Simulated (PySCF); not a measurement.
**C6H8, SMILES `C1=CCC=CC1`: what the electrons do**

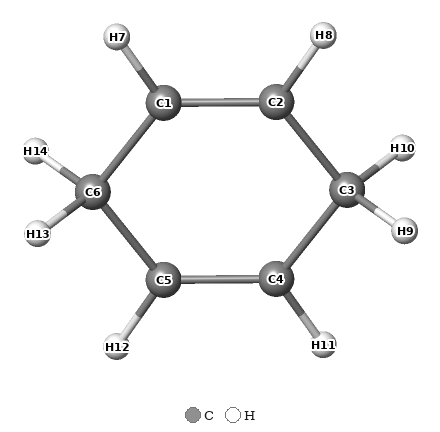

The molecule, with its atoms numbered as below. No frequency check shows the geometry to be a minimum.

Cartesian coordinates (Å):

```
C1      -0.6584    1.2455   -0.0009
C2       0.6623    1.2434    0.0007
C3       1.4914   -0.0019    0.0003
C4       0.6584   -1.2455   -0.0009
C5      -0.6623   -1.2434    0.0007
C6      -1.4914    0.0019    0.0003
H7      -1.2075    2.1779   -0.0021
H8       1.2145    2.1740    0.0019
H9       2.1514   -0.0046    0.8768
H10      2.1514   -0.0023   -0.8771
H11      1.2075   -2.1779   -0.0021
H12     -1.2145   -2.1740    0.0019
H13     -2.1514    0.0046    0.8768
H14     -2.1514    0.0023   -0.8771
```

### 1. Excited states

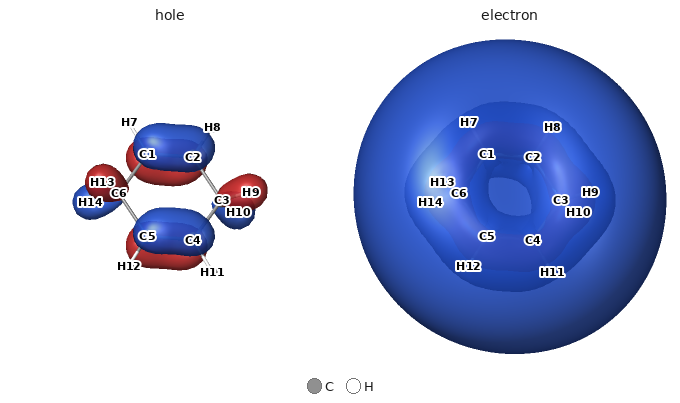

Leading natural transition orbital pair of S₁ (TDA singlet states); the surfaces enclose about 70 % of each orbital's density.

Method: BHandHLYP/6-31+G*; geometry: GFN2-xTB; program: PySCF.

Give its energy and the atoms that hole and electron lie on.

Answer. 6.28 eV (198 nm), f = 0.013, diffuse (Rydberg-like) orbital; the leading pair carries 93 %; hole on C1, C2, C4 and C5 (16 % each) and C3 and C6 (7 % each), electron on C1, C2, C3, C4, C5 and C6 (10 % each) and H7, H8, H11 and H12 (6 % each) (atom shares of so diffuse an orbital are rough); their centroids lie 0.0 Å apart. In canonical orbitals it is mainly HOMO → LUMO (92 %). The HOMO–LUMO gap is 8.55 eV.

### 2. Localised orbitals

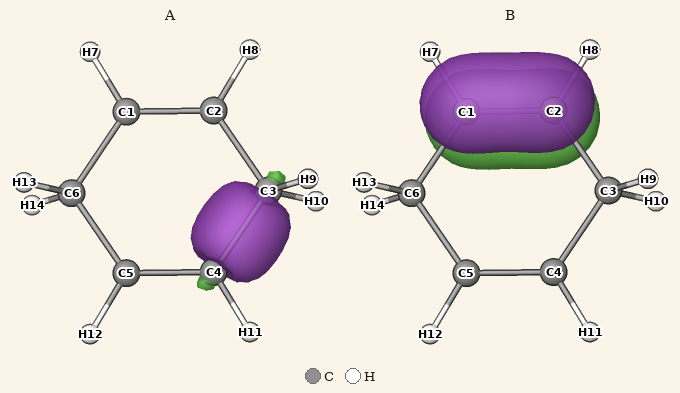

Intrinsic bond orbitals (IBO), occupied; each surface holds about 70 % of the orbital's density. Energies are diagonal elements of the Fock matrix.

PySCF calculation, PBE/def2-TZVP, gas phase; geometry: GFN2-xTB.

What does each orbital represent in a Lewis picture?

Answer. By panel:
- A: σ bond C3–C4 (C3 50 %, C4 49 %; −13.0 eV)
- B: π bond C1–C2 (C1 49 %, C2 49 %; −6.5 eV)

### 3. Stretching a bond

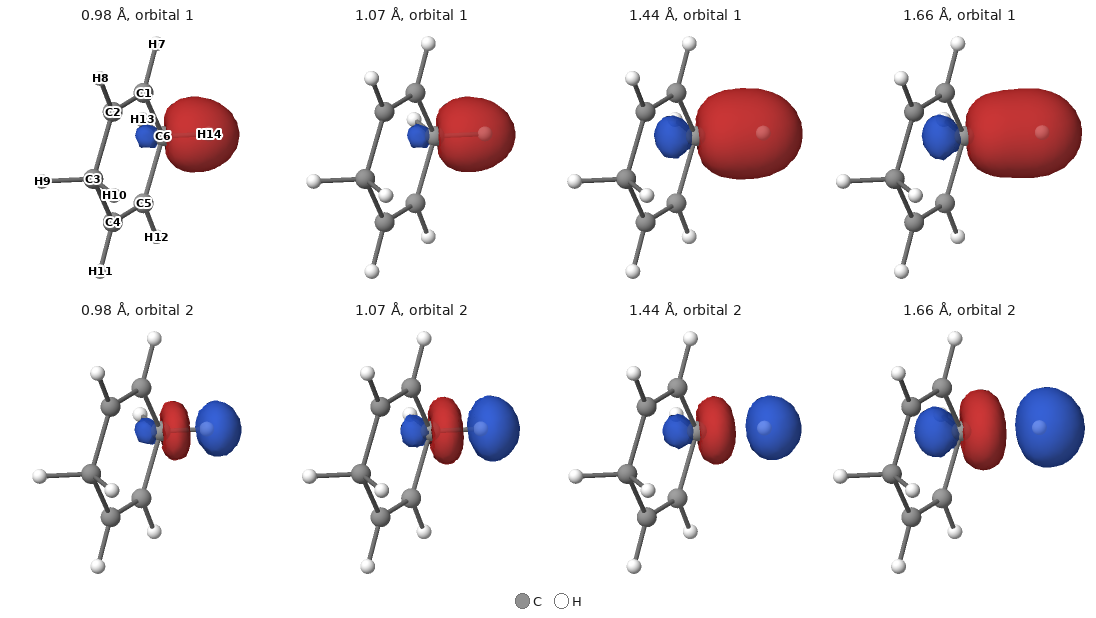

Rigid stretch of the C6–H14 bond. The two CASSCF(2,2) natural orbitals nearest half filling (orbital 1 the more occupied).

Level of theory: 6-31G* basis (PySCF), at a geometry from GFN2-xTB.

How do the occupations change along the stretch?

Answer. 0.98 Å: 1.99 and 0.01; 1.07 Å: 1.98 and 0.02; 1.44 Å: 1.95 and 0.05; 1.66 Å: 1.91 and 0.09. At the longest distance computed (3.00 Å) they are 1.30 and 0.70, and the effective number of unpaired electrons is 1.7.

UHF's ⟨S²⟩ passes 1 along the scan (up to 1.29), so it also polarises electrons outside the stretched bond; its energy lowering isn't due to that bond alone.

Where does the UHF solution part from RHF?

Answer. Between 1.44 Å (⟨S²⟩ = 0, the two coincide) and 1.66 Å (⟨S²⟩ = 0.37); at 3.00 Å ⟨S²⟩ is 1.29 and UHF lies 3.4 eV below RHF.

How much energy does the stretch cost?

Answer. By CASSCF, 3.9 eV from the lowest point of the scan (1.07 Å) to 3.00 Å; RHF gives 6.6 eV from its own lowest point. The fragments aren't relaxed and dynamic correlation is missing, so this isn't a bond dissociation energy.
